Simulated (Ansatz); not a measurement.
FHOSi···HF

The calculation's input:

```
crystal:
  periodic: [false, false, false]
  atoms:
    - { symbol: Si, position_ang: [0.0, 0.0, 0.0] }
    - { symbol: H, position_ang: [0.8854, 0.0, 1.4041] }
    - { symbol: F, position_ang: [1.7331, 0.0, 0.448] }
    - { symbol: F, position_ang: [-0.7489, 1.2974, -0.5295] }
    - { symbol: O, position_ang: [-0.7913, -1.3709, -0.5594] }
    - { symbol: H, position_ang: [-1.2459, -1.8365, 0.2129] }
basis:
  gaussian: { orbitals: def2-SVP }
hamiltonian:
  xc: { name: BHLYP }
  dispersion: d4
relax:
  f_tol: 0.15
  max_steps: 25
  restrain:
    - { distance: [1, 2], at: 0.92, k: 30.0 }
    - { distance: [0, 1], at: 2.66, k: 30.0 }
    - { distance: [0, 2], at: 2.79, k: 30.0 }
output:
  orbitals: {}
```

Launched as:

```sh
ansatz run input.yaml --threads 1 --pin off --max-ram 2048MiB --backend cpu --events-out ev --progress --plain --runs-dir out
```

The fields are those of the run's last geometry, not of the input's.

Level of theory: RKS BHLYP-D4/def2-SVP in Ansatz 0.2.0.

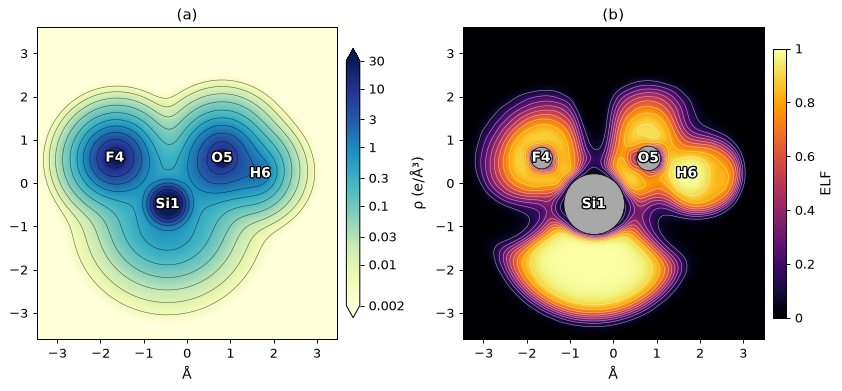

Figure 1. (a) total electron density; (b) electron localisation function on the plane of atoms Si1, O5 and H6. Grey discs cover the atomic cores in the ELF map.

Question: Read the bonding off the picture.

Answer: The plane passes through Si, F, O and H nuclei.
Si–F (1.62 Å): ρ is about 1 e/Å³ halfway; the ELF peaks at about 0.85 in the valence shell of F, 0.5 Å from its nucleus, and is about 0.40 at the midpoint.
Si–O (1.64 Å): ρ at the midpoint is about 1.1 e/Å³; the ELF peaks at about 0.90 between the atoms (a shared but strongly polarised pair).
O–H (0.95 Å): ρ at the midpoint is about 3.7 e/Å³; the ELF climbs to about 1 towards the hydrogen, as it does in any bond to H: an ordinary covalent bond to hydrogen.
The ELF also peaks beside Si1, F4 and O5, away from the bonds: lone-pair regions.

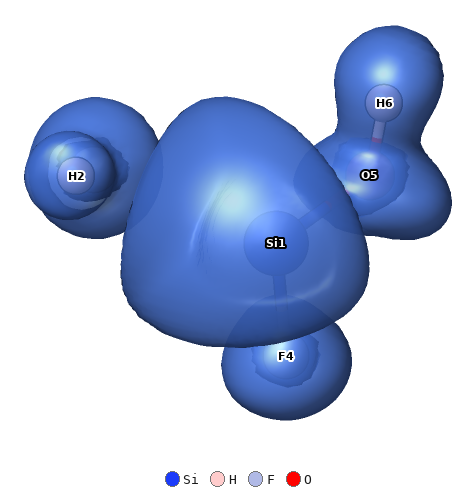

Figure 2. Isosurface of the ELF at 0.75 (blue), seen at a tilt. Core shells and regions of very low density are left out.

Question: Where are the electrons localised?

Answer: The ELF exceeds this value in one lobe on Si, pointing away from the bonds (lone pairs), one region wrapped around F (its lone pairs, merged into a ring or cap), one joined region spread over several atoms (F, H), in which their bonds and any lone pairs are merged and one joined region spread over several atoms (H, O), in which their bonds and any lone pairs are merged.


Si1···F3 (2.79 Å): the ELF dips to about 0.05 between them.

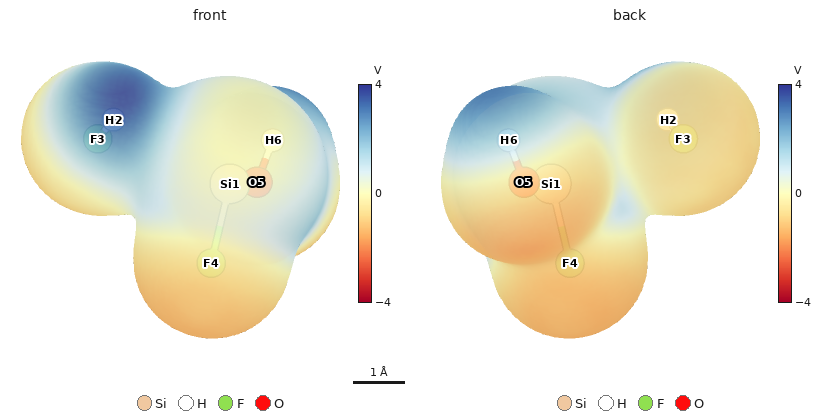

Figure 3. The molecular electrostatic potential painted on the density surface at 0.002 e/bohr³, seen from the front and from behind; the colour scale runs from red (negative) to blue (positive).

Question: Describe the electrostatic potential map.

Answer: The most negative region (about −1.6 V) lies over O5, the most positive (about +3.6 V) over H2. O5 is the likeliest acceptor of a hydrogen bond.
